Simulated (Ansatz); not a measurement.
# C3H3N (acrylonitrile) at CCSD(T)/6-311+G(d,p)

Aim: the vertical ionisation energy of C3H3N (acrylonitrile) at CCSD(T)/6-311+G**, from 2 runs. 

Program for the calculation: Ansatz 0.2.0.

44 further runs of the same task are left out: 44 set aside as unsound or not needed.

### Step 1. Starting point

C3H3N has 7 atoms, charge 0, and is taken as a singlet. SMILES: `C=CC#N`. The coordinates come from a PBE0-D4/def2-TZVP relaxation.

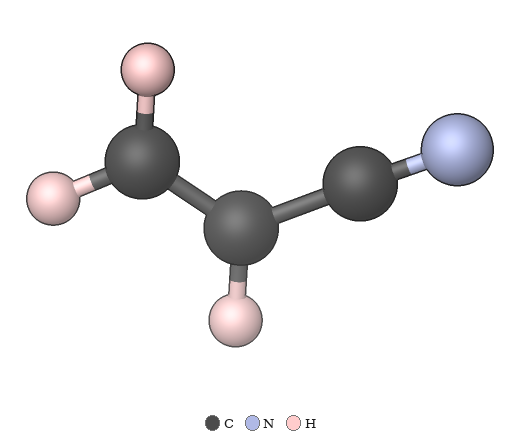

The structure, seen from a chosen angle (carbon dark grey, nitrogen light blue, hydrogen pink).

### Step 2. A single-point energy at CCSD(T)/6-311+G(d,p)

File run.yaml:

```yaml
basis:
  gaussian: {orbitals: 6-311+G_st__st_.json}
crystal:
  periodic: [false, false, false]
  atoms:
    - symbol: C
      position_ang: [-0.540840, 0.829550, -0.350560]
    - symbol: C
      position_ang: [0.371580, 0.105220, 0.289410]
    - symbol: C
      position_ang: [0.413320, -1.315880, 0.218830]
    - symbol: "N"
      position_ang: [0.465120, -2.465750, 0.175380]
    - symbol: H
      position_ang: [-1.304630, 0.366690, -0.963300]
    - symbol: H
      position_ang: [-0.540500, 1.909410, -0.272510]
    - symbol: H
      position_ang: [1.135950, 0.570750, 0.902750]
correlation: {method: ccsd_t, frozen_orbitals: {C: 1, H: 0, "N": 1}}
accuracy: high
scf: {omitted_lower_state_checks: [cluster_reference, increment]}
```

The basis set 6-311+G** is read from a file made from the Basis Set Exchange's data (not shown).

On the command line:

```sh
$ ansatz run run.yaml --threads 1 --pin off --max-ram 3480MiB --events-out events.jsonl --progress --plain --runs-dir runs
```

Output, shortened:

```text
Warning: RAYON_NUM_THREADS=1 ignored (pool sized by the plan → 1); use --threads N
Functional definition: HF
  name "HF"
[...]
1939 factors; integrals over basis functions are off by at most 3.6e-9 eV
[...]
mean field -4620.75817564 eV, -169.8097308923 hartree, gradient 1.8e-8 eV, S^2 0.000000; 0 other end points of the search recorded, 0 dependent functions left out; unrestricted orbitals would lower it
4 core orbitals not correlated: weight in the atoms' cores, before any rotation towards them, 1.000 or more for the frozen orbitals, at most 0.000 for the correlated occupied ones
reference -4620.75817564 eV, -169.8097308923 hartree; 10, 10 occupied and 92, 92 virtual orbitals, 1939 factors
second order -15.57049004 eV of doubles, -0.00000000 eV of singles
cycle   1  -15.49599240 eV  change    7.4e-2 eV  update   1.1e-1
[...]
cycle  21  -16.16354443 eV  change  -5.9e-10 eV  update   1.8e-9
perturbative correction -0.75515183 eV, -0.0277513179 hartree
Total energy: -4637.67687189 eV, -170.4314815118 hartree
Checks for a lower state left out: cluster_reference, increment
```

It took 26 s on 1 thread of Arm Neoverse V2, shared host; peak memory 0.83 GiB.

### Step 3. The doublet cation

File job.yaml:

```yaml
basis:
  gaussian:
    orbitals: 6-311+G_st__st_.json
crystal:
  periodic: [false, false, false]
  atoms:
    - symbol: C
      position_ang: [-0.540840, 0.829550, -0.350560]
    - symbol: C
      position_ang: [0.371580, 0.105220, 0.289410]
    - symbol: C
      position_ang: [0.413320, -1.315880, 0.218830]
    - symbol: "N"
      position_ang: [0.465120, -2.465750, 0.175380]
    - symbol: H
      position_ang: [-1.304630, 0.366690, -0.963300]
    - symbol: H
      position_ang: [-0.540500, 1.909410, -0.272510]
    - symbol: H
      position_ang: [1.135950, 0.570750, 0.902750]
total_charge: 1
magnetization:
  spin_polarized: true
  initial_magnetization: 1
correlation:
  method: ccsd_t
  frozen_orbitals: {C: 1, H: 0, "N": 1}
accuracy: high
scf:
  omitted_lower_state_checks: [cluster_reference, increment]
```

The basis set 6-311+G** is read from a file made from the Basis Set Exchange's data (not shown).

On the command line:

```sh
$ ansatz run job.yaml --threads 1 --pin off --max-ram 3480MiB --events-out events.jsonl --progress --plain --runs-dir runs
```

Output, shortened:

```text
Warning: RAYON_NUM_THREADS=1 ignored (pool sized by the plan → 1); use --threads N
Functional definition: HF
  name "HF"
[...]
1939 factors; integrals over basis functions are off by at most 3.6e-9 eV
[...]
mean field -4611.21737364 eV, -169.4591128860 hartree, gradient 2.9e-8 eV, S^2 0.939184; 2 other end points of the search recorded, 0 dependent functions left out
4 core orbitals not correlated: weight in the atoms' cores, before any rotation towards them, 1.000 or more for the frozen orbitals, at most 0.000 for the correlated occupied ones
reference -4611.21737364 eV, -169.4591128860 hartree; 10, 9 occupied and 92, 93 virtual orbitals, 1939 factors
second order -13.66899748 eV of doubles, -0.00000000 eV of singles
cycle   1  -14.08855958 eV  change   -4.2e-1 eV  update   1.2e-1
[...]
cycle  27  -14.86616013 eV  change   -1.8e-9 eV  update   2.0e-9
perturbative correction -0.66530734 eV, -0.0244495940 hartree
Total energy: -4626.74884112 eV, -170.0298837882 hartree
Checks for a lower state left out: cluster_reference, increment
```

Wall time 92 s (1 thread of Arm Neoverse V2, shared host); peak memory 1.8 GiB.

### Step 4. Results

Level: CCSD(T)/6-311+G**, 4 core orbitals frozen.

| quantity | value |
| --- | --- |
| singlet C3H3N: total energy | -170.43148 Eh |
| singlet C3H3N: correlation energy (4 core orbitals frozen) | -621.8 mEh |
| singlet C3H3N: (T) correction | -27.75 mEh |
| singlet C3H3N: T1 diagnostic | 0.014 |
| doublet cation: total energy | -170.02988 Eh |
| doublet cation: correlation energy (4 core orbitals frozen) | -570.8 mEh |
| doublet cation: (T) correction | -24.45 mEh |
| doublet cation: ⟨S²⟩ of the reference determinant | 0.939 |
| doublet cation: T1 diagnostic | 0.034 |
| vertical ionisation energy (to the doublet cation) | 10.928 eV |

The vertical ionisation energy comes to 10.93 eV (252 kcal/mol). The restricted solution (singlet C3H3N) is unstable to spin breaking: an unrestricted one lies lower. The triples (singlet C3H3N) make up 4.5 % of the correlation energy. ⟨S²⟩ (doublet cation) is 0.94 where a pure doublet has 0.75: the reference is spin-contaminated. The triples (doublet cation) make up 4.3 % of the correlation energy.
